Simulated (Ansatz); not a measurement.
A computed series for Hf3N4: pressure series

The parent structure is Hf3N4 (space group I-43d, No. 220; a = 6.734 Å).

Cell and atoms are relaxed at each pressure.

The values are results of PBE (Ansatz, a first-principles code, PAW, no SOC), not measurements.

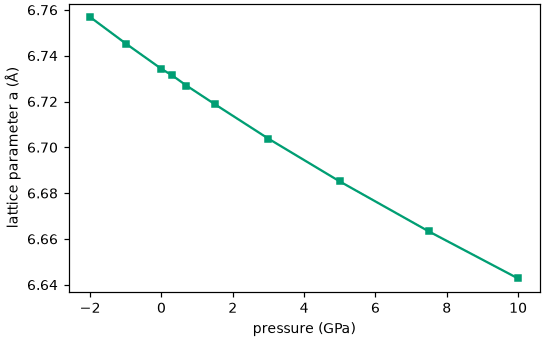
Lattice parameter a against pressure

```tsv
pressure (GPa)	lattice parameter a
-2	6.757 Å
-1	6.745 Å
0.3	6.731 Å
0.7	6.727 Å
1.5	6.719 Å
3	6.704 Å
5	6.685 Å
7.5	6.663 Å
10	6.643 Å
```

Load acts through the strain it causes; cell and atoms are relaxed under it. Whether these cells are dynamically stable was not tested. Competing high-pressure phases were not computed.
